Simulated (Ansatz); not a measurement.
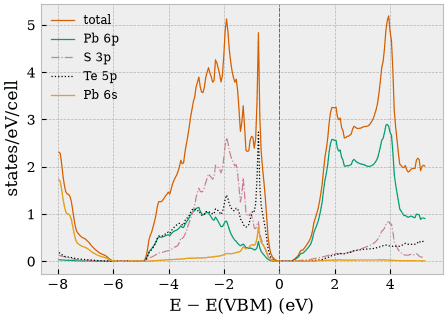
*Total and projected density of states of TePb2S in space group P4/mmm (No. 123; Te on 1c, Pb on 1a, Pb on 1d, S on 1b), the program Ansatz at the r²SCAN level (PAW)*

Question: Which orbitals carry the states next to the gap?

Answer: Top 1 eV of the valence band: Te 5p 50 %, S 3p 22 %, Pb 6s 16 %, Pb 6p 9 %. Bottom 1 eV of the conduction band: Pb 6p 73 %, S 3s 11 %, S 3p 8 %. Projections are on Löwdin-orthogonalised atomic valence shells; empty p or d shells of many metals are not among them.

Question: Where is the tallest occupied peak in this window, and what makes it?

Answer: Near -1.9 eV, about 5.1 states/eV per cell; the largest projected share is S 3p.

The workflow started from a Materials Project entry (that database holds measured and hypothetical structures alike); the Crystallography Open Database copy checked does not list it. With Te and S taken as one species the cell has the higher symmetry Fm-3m, so it may be an ordered model of a mixed-site phase. Its standing as an ambient phase is unchecked. The cell was relaxed with r²SCAN under the symmetry of its start. At this level the phase is dynamically unstable (imaginary phonons). Spin–orbit coupling is left out wherever it is not named.

Potentials: the later of the program's two PAW sets.
